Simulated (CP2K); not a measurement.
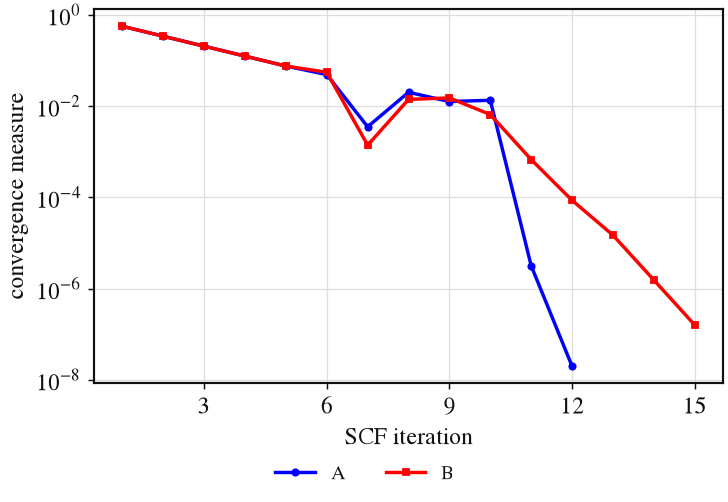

Two SCF runs that differ in one setting.
System: HO, multiplicity 2.
Method: UHF PDG in CP2K.

A: usual settings
B: level_shift set to 0.1

Which runs converged, and in how many iterations?

Run A converged in 12 iterations. Run B converged in 15 iterations. A level shift pushes the empty orbitals up, which shortens each step: safer, but slower. Both end at the same energy within 1 meV.
